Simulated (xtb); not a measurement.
# Geometry relaxation, with input and output: CH₃AlBrN (part 1 of 4)

CH₃AlBrN, SMILES C#[N+][AlH2-][Br], computed with GFN2-xTB, GBSA solvent methanol (xtb 6.7.1).

The geometry comes from this level: GFN2-xTB.

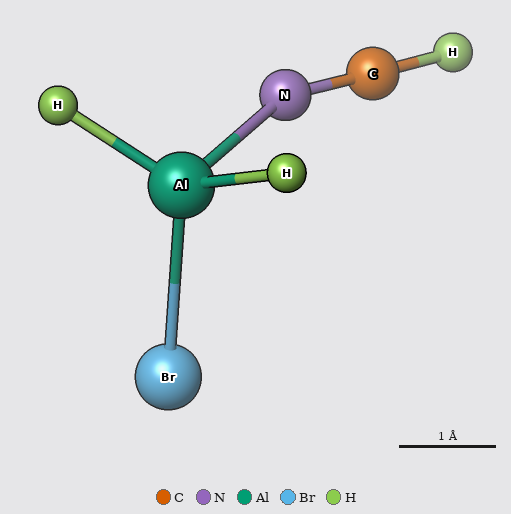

The input geometry (ball-and-stick view, seen at a tilt). Sticks mark near contacts. Bond lengths as drawn: Al–Br 2.27 Å, Al–H 1.54 to 1.55 Å, Al–N 2.02 Å, C–H 1.06 Å and C–N 1.14 Å.

### Input file (struc.xyz)
```
7
CH3AlBrN
C     -1.223430    -0.188730     1.421660
N     -0.272730    -0.009410     0.816940
Al     0.851490     0.288050    -0.834600
Br     0.550180    -1.772020    -1.731440
H     -2.096780    -0.356000     1.998660
H      2.248230     0.622390    -0.285210
H     -0.056970     1.415730    -1.386000
```

### File .CHRG
```
0
```

### File .UHF
```
0
```

Hardware: 1 thread of Arm Neoverse V1, 24 GiB of memory available, shared host.

Launched with:
```bash
xtb struc.xyz --gbsa methanol reference --acc 3 --opt tight --gfn 2 -P 1 | tee struc.out
```

### Log
```
* xtb version 6.7.1
   ID    Z sym.   atoms
    1    6 C      1
    2    7 N      2
    3   13 Al     3
    4   35 Br     4
    5    1 H      5-7

           -------------------------------------------------
          |                Calculation Setup                |
           -------------------------------------------------

          program call               : xtb struc.xyz --gbsa methanol reference --acc 3 --opt tight --gfn 2 -P 1
          coordinate file            : struc.xyz
          omp threads                :                     1

           -------------------------------------------------
          |                 G F N 2 - x T B                 |
           -------------------------------------------------

      * Hamiltonian:
        H0-scaling (s, p, d)           1.850000    2.230000    2.230000
        zeta-weighting                 0.500000
      * Dispersion:
        s8                             2.700000
        a1                             0.520000
        a2                             5.000000
        s9                             5.000000
      * Repulsion:
        kExp                           1.500000    1.000000
        rExp                           1.000000
      * Coulomb:
        alpha                          2.000000
        third order                    shell-resolved
        anisotropic                    true
        a3                             3.000000
        a5                             4.000000
        cn-shift                       1.200000
        cn-exp                         4.000000
        max-rad                        5.000000

      * Solvation model:               GBSA
        Solvent                        methanol
        Parameter file                 internal GFN2-xTB/GBSA
        Dielectric constant                3.2700E+01
        Reference state                gsolv=reference [X=1]
        Free energy shift                  3.8617E-03 Eh       2.4232E+00 kcal/mol
        Temperature                        2.9815E+02 K
        Density                            7.9200E-01 kg/L
        Solvent mass                       3.2040E+01 g/mol
        Interaction kernel             Still
        Born radius scaling (c1)           1.6087E+00
        Born radii integrator          GBOBC
        Born offset                        5.6550E-04 a0       1.0686E-03 AA
        H-bond correction              true
        Ion screening                  false
        Surface tension                    1.0000E-05 Eh       1.5569E+01 dyn/cm
        Grid points                               230 per atom

          ...................................................
          :                      SETUP                      :
          :.................................................:
          :  # basis functions                  31          :
          :  # atomic orbitals                  29          :
          :  # shells                           13          :
          :  # electrons                        22          :
          :  max. iterations                   250          :
          :  Hamiltonian                  GFN2-xTB          :
          :  restarted?                      false          :
          :  GBSA solvation                   true          :
          :  PC potential                    false          :
          :  electronic temp.          300.0000000     K    :
          :  accuracy                    3.0000000          :
          :  -> integral cutoff          0.2022879E+02      :
          :  -> integral neglect         0.3000000E-07      :
          :  -> SCF convergence          0.3000000E-05 Eh   :
          :  -> wf. convergence          0.3000000E-03 e    :
          :  Broyden damping             0.4000000          :
          :  net charge                          0          :
          :  unpaired electrons                  0          :
          ...................................................

 iter      E             dE          RMSdq      gap      omega  full diag
   1    -11.8703875 -0.118704E+02  0.117E+01    5.73       0.0  T
   2    -11.9340154 -0.636279E-01  0.887E+00    4.28       1.0  T
   3    -11.9474837 -0.134683E-01  0.570E+00    3.61       1.0  T
   4    -11.9458891  0.159460E-02  0.175E+00    2.45       1.0  T
   5    -11.9477151 -0.182603E-02  0.128E+00    2.90       1.0  T
   6    -11.9525534 -0.483832E-02  0.633E-01    2.90       1.0  T
   7    -11.9528234 -0.269957E-03  0.538E-01    2.91       1.0  T
   8    -11.9528587 -0.353179E-04  0.349E-01    2.95       1.0  T
   9    -11.9529202 -0.614688E-04  0.382E-01    2.92       1.0  T
  10    -11.9530793 -0.159084E-03  0.106E-01    2.93       1.0  T
  11    -11.9530859 -0.662715E-05  0.243E-02    2.93       1.6  T
  12    -11.9530866 -0.711969E-06  0.693E-03    2.93       5.5  T
  13    -11.9530867 -0.365105E-07  0.413E-03    2.93       9.1  T
  14    -11.9530867 -0.255218E-07  0.146E-03    2.93      25.9  T
  15    -11.9530867 -0.193048E-08  0.749E-04    2.93      50.5  T

   *** convergence criteria satisfied after 15 iterations ***

         #    Occupation            Energy/Eh            Energy/eV
      -------------------------------------------------------------
         1        2.0000           -0.8390647             -22.8321
       ...           ...                  ...                  ...
         5        2.0000           -0.5856579             -15.9366
         6        2.0000           -0.5600603             -15.2400
         7        2.0000           -0.5016101             -13.6495
         8        2.0000           -0.4350825             -11.8392
         9        2.0000           -0.4337742             -11.8036
        10        2.0000           -0.4319448             -11.7538
        11        2.0000           -0.4269887             -11.6190 (HOMO)
        12                         -0.3191472              -8.6844 (LUMO)
        13                         -0.3162513              -8.6056
        14                         -0.1946785              -5.2975
        15                         -0.1619164              -4.4060
        16                         -0.1245010              -3.3878
       ...                                ...                  ...
        29                          1.4395160              39.1712
      -------------------------------------------------------------
                  HL-Gap            0.1078416 Eh            2.9345 eV
             Fermi-level           -0.3730680 Eh          -10.1517 eV

 SCC (total)                   0 d,  0 h,  0 min,  0.005 sec
 SCC setup                      ...        0 min,  0.000 sec (  3.396%)
 Dispersion                     ...        0 min,  0.000 sec (  0.766%)
 classical contributions        ...        0 min,  0.000 sec (  0.134%)
 integral evaluation            ...        0 min,  0.001 sec ( 12.138%)
 iterations                     ...        0 min,  0.003 sec ( 62.253%)
 molecular gradient             ...        0 min,  0.001 sec ( 19.773%)
 printout                       ...        0 min,  0.000 sec (  1.278%)

         :::::::::::::::::::::::::::::::::::::::::::::::::::::
         ::                     SUMMARY                     ::
         :::::::::::::::::::::::::::::::::::::::::::::::::::::
         :: total energy             -11.800564378455 Eh    ::
         :: w/o Gsasa/hb/shift       -11.790006905169 Eh    ::
         :: gradient norm              0.013784478029 Eh/a0 ::
         :: HOMO-LUMO gap              2.934518851301 eV    ::
         ::.................................................::
         :: SCC energy               -11.953083495423 Eh    ::
         :: -> isotropic ES            0.063623153860 Eh    ::
         :: -> anisotropic ES         -0.005171831377 Eh    ::
         :: -> anisotropic XC          0.006891338905 Eh    ::
         :: -> dispersion             -0.004992072884 Eh    ::
         :: -> Gsolv                  -0.022648578402 Eh    ::
         ::    -> Gelec               -0.012091105117 Eh    ::
         ::    -> Gsasa               -0.010094399516 Eh    ::
         ::    -> Ghb                 -0.004324756623 Eh    ::
         ::    -> Gshift               0.003861682853 Eh    ::
         :: repulsion energy           0.152519116968 Eh    ::
         :: add. restraining           0.000000000000 Eh    ::
         :: total charge              -0.000000000000 e     ::
         :::::::::::::::::::::::::::::::::::::::::::::::::::::

      -----------------------------------------------------------
     |                   =====================                   |
     |                        A N C O P T                        |
     |                   =====================                   |
     |               Approximate Normal Coordinate               |
     |                Rational Function Optimizer                |
      -----------------------------------------------------------

          ...................................................
          :                      SETUP                      :
          :.................................................:
          :   optimization level             tight          :
          :   max. optcycles                   200          :
          :   ANC micro-cycles                  20          :
          :   degrees of freedom                15          :
          :.................................................:
          :   RF solver                   davidson          :
          :   write xtbopt.log                true          :
          :   linear?                        false          :
          :   energy convergence         0.1000000E-05 Eh   :
          :   grad. convergence          0.8000000E-03 Eh/α :
          :   maximum RF displ.          1.0000000          :
          :   Hlow (freq-cutoff)         0.1000000E-01      :
          :   Hmax (freq-cutoff)         5.0000000          :
          :   S6 in model hess.         20.0000000          :
          ...................................................

generating ANC from exact Hessian ...
Using Lindh-Hessian (1995)
 Shifting diagonal of input Hessian by    1.0019399980948777E-002
 Lowest  eigenvalues of input Hessian
    0.010000    0.000000    0.000000    0.000000    0.000000    0.000000
    0.000000    0.010192    0.011223    0.012977    0.014654    0.016547
    0.020534    0.052098    0.103320    0.222534    0.310616    0.456191
 Highest eigenvalues
    0.222534    0.310616    0.456191    0.665466    0.692167    2.579981

........................................................................
.............................. CYCLE    1 ..............................
........................................................................

 iter      E             dE          RMSdq      gap      omega  full diag
   1    -11.9530867 -0.119531E+02  0.416E-04    2.93       0.0  T
   2    -11.9530867 -0.224265E-09  0.295E-04    2.93     128.1  T
   3    -11.9530867 -0.303739E-10  0.115E-04    2.93     328.6  T
     SCC iter.                  ...        0 min,  0.001 sec
     gradient                   ...        0 min,  0.001 sec
 * total energy  :   -11.8005644 Eh     change       -0.3846345E-09 Eh
   gradient norm :     0.0137835 Eh/α   predicted     0.0000000E+00 (-100.00%)
   displ. norm   :     0.3721439 α      lambda       -0.2793982E-02
   maximum displ.:     0.2597515 α      in ANC's #6, #3, #7, ...

........................................................................
.............................. CYCLE    2 ..............................
........................................................................

 iter      E             dE          RMSdq      gap      omega  full diag
   1    -11.9509900 -0.119510E+02  0.200E+00    2.92       0.0  T
   2    -11.9522986 -0.130865E-02  0.158E+00    2.78       1.0  T
   3    -11.9523310 -0.323884E-04  0.989E-01    2.74       1.0  T
   4    -11.9518437  0.487333E-03  0.328E-01    2.63       1.0  T
   5    -11.9523735 -0.529762E-03  0.103E-01    2.68       1.0  T
   6    -11.9523902 -0.167711E-04  0.382E-02    2.69       1.0  T
   7    -11.9523903 -0.938073E-07  0.155E-02    2.69       2.4  T
   8    -11.9523904 -0.739951E-07  0.656E-03    2.69       5.8  T
   9    -11.9523904 -0.154267E-07  0.136E-03    2.69      27.9  T
  10    -11.9523904 -0.657641E-09  0.294E-04    2.69     128.6  T
     SCC iter.                  ...        0 min,  0.002 sec
     gradient                   ...        0 min,  0.001 sec
 * total energy  :   -11.8014318 Eh     change       -0.8674360E-03 Eh
   gradient norm :     0.0083289 Eh/α   predicted    -0.1590460E-02 (  83.35%)
   displ. norm   :     0.1232945 α      lambda       -0.4671733E-03
   maximum displ.:     0.0874848 α      in ANC's #3, #5, #7, ...

........................................................................
.............................. CYCLE    3 ..............................
........................................................................

 iter      E             dE          RMSdq      gap      omega  full diag
   1    -11.9517888 -0.119518E+02  0.568E-01    2.68       0.0  T
   2    -11.9518941 -0.105317E-03  0.389E-01    2.71       1.0  T
   3    -11.9518985 -0.433536E-05  0.234E-01    2.72       1.0  T
   4    -11.9518914  0.702934E-05  0.807E-02    2.74       1.0  T
   5    -11.9519015 -0.100225E-04  0.311E-02    2.73       1.2  T
   6    -11.9519028 -0.134758E-05  0.168E-02    2.74       2.3  T
   7    -11.9519031 -0.316811E-06  0.985E-03    2.73       3.8  T
   8    -11.9519032 -0.253936E-07  0.411E-03    2.73       9.2  T
   9    -11.9519032 -0.686839E-08  0.204E-03    2.73      18.5  T
  10    -11.9519032 -0.340960E-08  0.651E-04    2.73      58.1  T
     SCC iter.                  ...        0 min,  0.002 sec
     gradient                   ...        0 min,  0.001 sec
 * total energy  :   -11.8015972 Eh     change       -0.1653499E-03 Eh
   gradient norm :     0.0044097 Eh/α   predicted    -0.2371370E-03 (  43.42%)
   displ. norm   :     0.2033505 α      lambda       -0.4819373E-03
   maximum displ.:     0.1515173 α      in ANC's #1, #3, #6, ...

........................................................................
.............................. CYCLE    4 ..............................
........................................................................

 iter      E             dE          RMSdq      gap      omega  full diag
   1    -11.9476027 -0.119476E+02  0.712E-01    2.68       0.0  T
   2    -11.9477316 -0.128881E-03  0.503E-01    2.70       1.0  T
   3    -11.9477408 -0.914714E-05  0.256E-01    2.72       1.0  T
   4    -11.9477415 -0.766439E-06  0.581E-02    2.73       1.0  T
   5    -11.9477404  0.113358E-05  0.373E-02    2.72       1.0  T
   6    -11.9477428 -0.237083E-05  0.112E-02    2.72       3.4  T
   7    -11.9477430 -0.201741E-06  0.552E-03    2.72       6.9  T
   8    -11.9477430 -0.399679E-07  0.206E-03    2.72      18.4  T
   9    -11.9477430 -0.183303E-08  0.116E-03    2.72      32.7  T
     SCC iter.                  ...        0 min,  0.001 sec
     gradient                   ...        0 min,  0.001 sec
 * total energy  :   -11.8008177 Eh     change        0.7794862E-03 Eh
   gradient norm :     0.0167806 Eh/α   predicted    -0.2509333E-03 (-132.19%)
   displ. norm   :     0.1590651 α      lambda       -0.1788362E-02
   maximum displ.:     0.1219273 α      in ANC's #1, #3, #6, ...

........................................................................
.............................. CYCLE    5 ..............................
........................................................................
```
